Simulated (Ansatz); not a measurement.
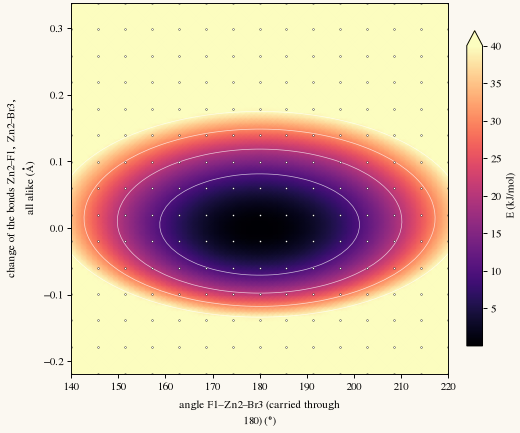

BrFZn, SMILES [F][Zn][Br]. First axis: angle F1–Zn2–Br3 (carried through 180). Second axis: change of the bonds Zn2–F1, Zn2–Br3, all alike. Nothing is relaxed (all other coordinates rigid). The grid has 15 × 15 points; 174 points were computed and 51 follow by symmetry. Points are written as (first, second). Energies: kJ/mol, counted from the relaxed molecule at the same level. All numbers below come from RKS PBE-D4/def2-TZVP (Ansatz 0.2.0).

The picture shows a smooth colour map with a few white contour lines, dots at the grid points, one colour for all values above the top of the scale. Between grid points the surface is interpolated.

Question: Where is the minimum, and how stiff is the well along each coordinate?

Answer: The interpolated minimum is at the first coordinate ≈ 180.0°, the second coordinate ≈ 0.000 Å. The curvatures there are about 1.5 eV/rad² and 36 eV/Å², with a cross term of about 0 eV/(rad·Å). Round the minimum the two coordinates are nearly uncoupled. (1 eV is 96.5 kJ/mol.)
